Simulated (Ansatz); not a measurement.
**FHOSeSi (SMILES O[Si](F)=[Se]): density, localisation and related maps**

The calculation's input:

```
crystal:
  periodic: [false, false, false]
  atoms:
    - {symbol: F, position_ang: [-2.060286, -1.789257, 1.788941]}
    - {symbol: O, position_ang: [-0.350509, -0.330540, 0.536186]}
    - {symbol: Se, position_ang: [0.683426, -1.296138, 3.549642]}
    - {symbol: Si, position_ang: [-0.587455, -1.135573, 1.940088]}
    - {symbol: H, position_ang: [-1.064945, -0.361946, -0.115889]}
basis:
  gaussian:
    orbitals: def2-TZVPD
hamiltonian:
  xc: {name: PBE0}
output: {forces: true, orbitals: {seedname: orbitals}}
```

Run with:

```sh
ansatz run input.yaml --threads 1 --pin off --max-ram 2610MiB --events-out events.jsonl --progress --plain --runs-dir runs
```

Geometry: r2SCAN-D4/def2-SVP.

Method: isolated molecule in a Gaussian basis; Kohn-Sham density functional theory, functional PBE0 (Ansatz 0.2.0).

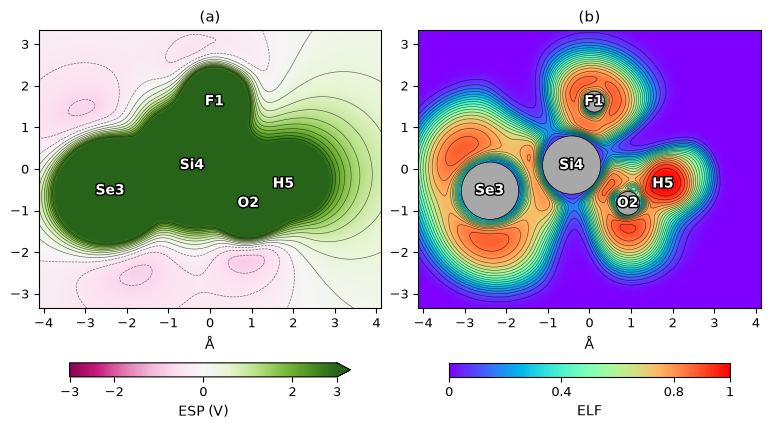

Figure 1. (a) electrostatic potential; (b) ELF on the molecular plane. Grey discs cover the atomic cores in the ELF map.

### Read the bonding off the picture.

- Atoms in the plane: F, O, Se, Si and H.
- Si–F (1.62 Å): the ELF peaks at about 0.85 in the valence shell of F, 0.6 Å from its nucleus, and is about 0.50 at the midpoint.
- Si–O (1.64 Å): the ELF peaks at about 0.85 between the atoms; a polar covalent bond.
- Si–Se (2.06 Å): the ELF peaks at about 0.75 between the atoms (a covalent bond).
- O–H (0.97 Å): the ELF climbs to about 1 towards the hydrogen, as it does in any bond to H (a covalent bond by its length).
- The ELF also peaks beside Se3, O2 and F1, away from the bonds: lone-pair regions.
- Outside the dense part of the molecule the potential is most negative (−0.8 V) near O2.

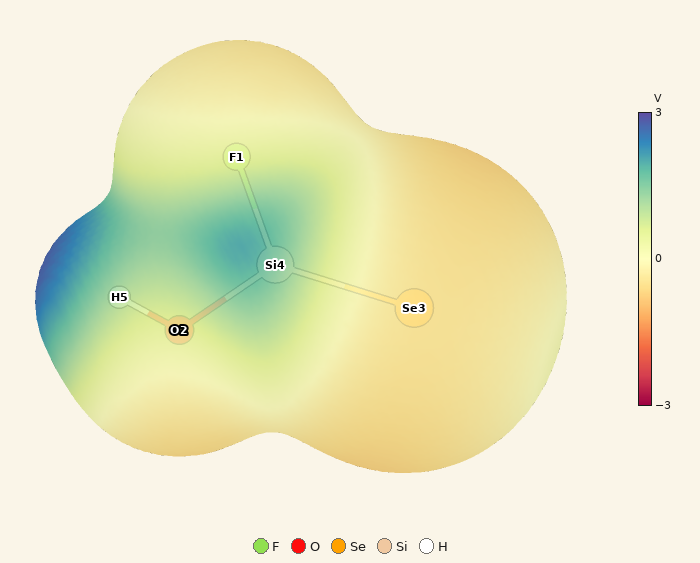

Figure 2. The electrostatic potential painted on the density surface at 0.001 e/bohr³, seen across its widest extent; the colour scale runs from red (negative) to blue (positive).

### Where is the surface potential most negative and most positive?

The most negative region (about −0.7 V) lies over Se3, the most positive (about +2.7 V) over H5.

### How polar is the molecule by this calculation?

Its dipole moment is 2.84 D.

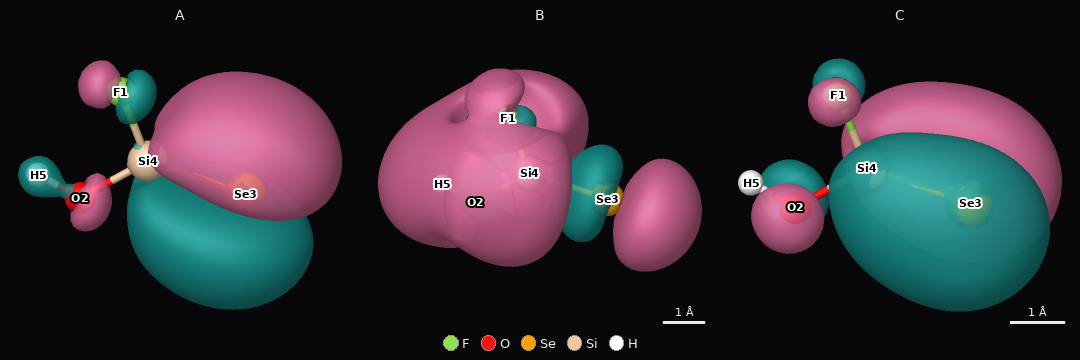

Figure 3. Three frontier orbitals at ±0.05 Å⁻³ᐟ² (teal and pink are the two phases), in no order.

### Order the three orbitals by energy and name them.

C is the HOMO−1 (−7.63 eV). It lies mainly on Se3 (about 75 %) and Si4 (about 20 %); it changes sign across the molecular plane (π type). A is the HOMO (−7.31 eV). It lies mainly on Se3 (about 80 %) and Si4 (about 15 %); it is symmetric in the molecular plane (an in-plane orbital: σ, lone-pair or in-plane π type); largely a lone pair of Se3. B is the LUMO (−1.71 eV). By Hirshfeld shares it lies mainly on Si4 (about 50 %), Se3 (about 25 %), H5 (about 10 %), O2 (about 10 %) and F1 (about 10 %); it is symmetric in the molecular plane (an in-plane orbital: σ, lone-pair or in-plane π type).

### What is the HOMO–LUMO gap?

5.60 eV between the orbital energies.
